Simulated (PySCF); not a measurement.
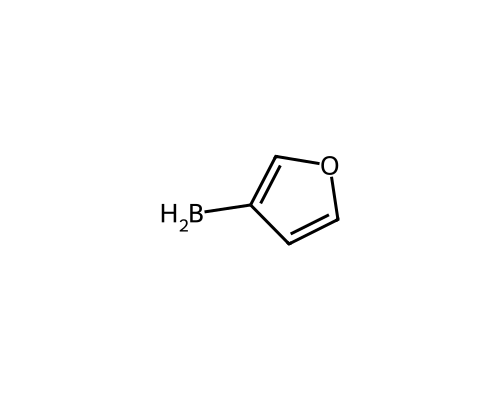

A structural formula.

Write the SMILES.

Bc1ccoc1

Give the formula, hydrogens included.

C4H5BO.

An optimisation with PBE0-D3(BJ)/def2-SVP gave a structure of which point group?

Cs.

More results for the same structure follow; atom numbers are the same in all pictures, views and colours differ. The geometry was computed by an optimisation with PBE0-D3(BJ)/def2-SVP. No frequency run is at hand to confirm it as a minimum.

## Bond orders

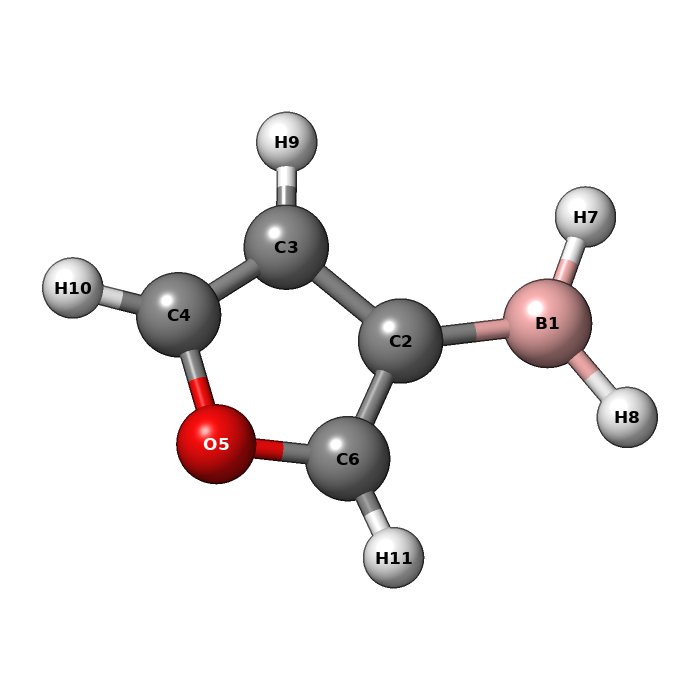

Every bond is drawn as one stick. No frequency run is at hand to confirm it as a minimum. Method: PBE0/pcSseg-0 (PySCF 2.14.0).

Which bond has the highest Mayer bond order?

C3–C4, 1.73, at a length of 1.356 Å.

List the Mayer bond orders of B1–C2, B1–H7, B1–H8, C2–C3, C2–C6, C3–C4, C3–H9, C4–O5, C4–H10, O5–C6, C6–H11.

| bond | Mayer order | length (Å) |
| --- | --- | --- |
| B1–C2 | 0.97 | 1.525 |
| B1–H7 | 1.00 | 1.209 |
| B1–H8 | 1.00 | 1.210 |
| C2–C3 | 1.25 | 1.447 |
| C2–C6 | 1.56 | 1.380 |
| C3–C4 | 1.73 | 1.356 |
| C3–H9 | 0.90 | 1.088 |
| C4–O5 | 0.86 | 1.362 |
| C4–H10 | 0.90 | 1.087 |
| O5–C6 | 0.96 | 1.331 |
| C6–H11 | 0.90 | 1.089 |

## Ring current

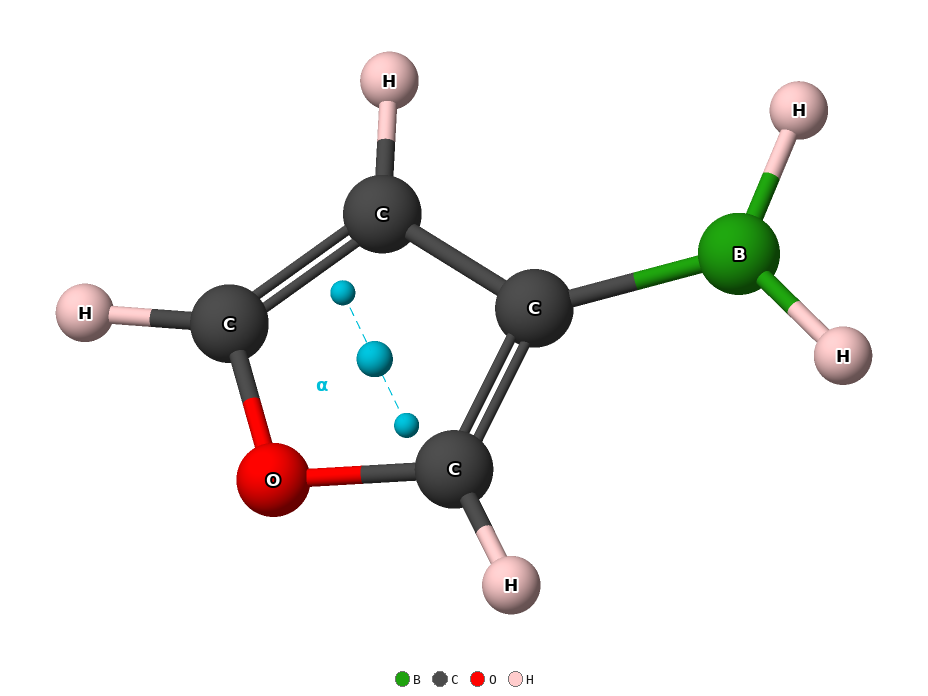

The small points mark where nucleus-independent chemical shifts (NICS) were computed: at the centre of each lettered ring and 1 Å above and below it. No frequency run is at hand to confirm it as a minimum. Level of theory: GIAO PBE0/6-31G* NMR shielding, non-relativistic, gas phase (PySCF 2.14.0).

Give NICS(0), NICS(1) and the out-of-plane component NICS(1)zz for each ring (means of the two sides).

```json
{"ring": "α", "members": "C4O", "NICS(0)": "−11.1", "NICS(1)": "−10.2", "NICS(1)zz": "−25.6"}
```

Values in ppm.

What do the values say about the ring currents?

Ring α: diatropic, as in an aromatic ring. NICS is one index among several.

## Dipole moment

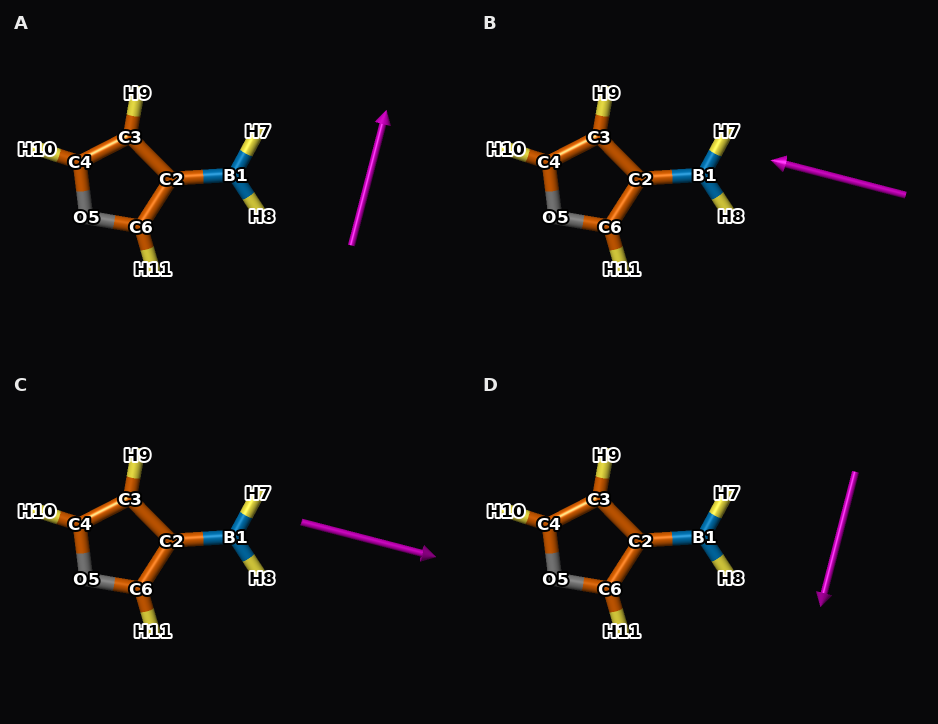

The same molecule four times, each with an arrow. No frequency run is at hand to confirm it as a minimum. Method: PBE0/pcSseg-0, gas phase (PySCF 2.14.0).

Which arrow points along the dipole moment, from the negative to the positive end?

B. The dipole moment is 1.03 D; it points from the side of H8 to the side of H10 (the outermost atoms at the two ends).

## NMR shielding

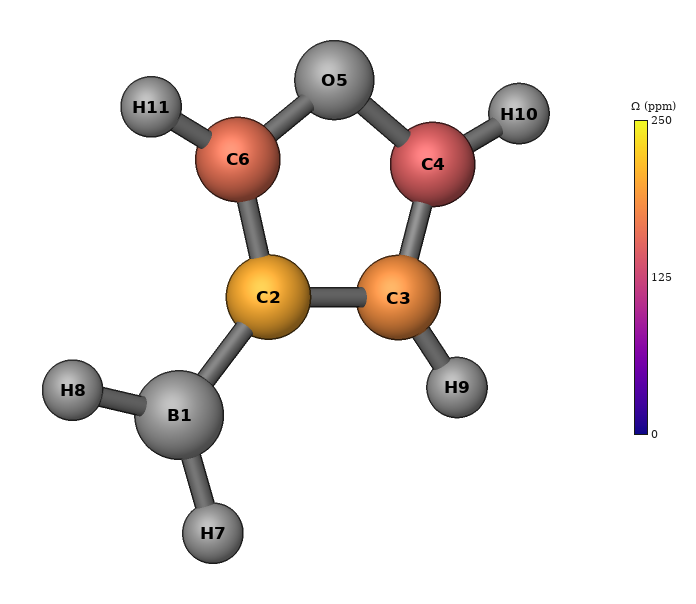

The C atoms are coloured by the span of their shielding tensor. No frequency run is at hand to confirm it as a minimum. Method: GIAO PBE0/pcSseg-0 NMR shielding, non-relativistic, gas phase (PySCF 2.14.0). Principal shieldings σ11 ≤ σ22 ≤ σ33, span Ω = σ33 − σ11, skew κ = 3(σiso − σ22)/Ω.

Which C atom has the most anisotropic shielding?

C2, with a span of 204 ppm.

Give the shielding tensors of the C atoms.

```tsv
atom	σ11	σ22	σ33	σiso	Ω	κ
C2	−31.6	20.9	172.8	54.0	204.3	0.49
C3	−28.1	61.2	157.3	63.5	185.4	0.04
C4	−43.6	46.1	104.5	35.6	148.1	−0.21
C6	−60.3	14.4	101.8	18.7	162.1	0.08
```

Shieldings and span in ppm.
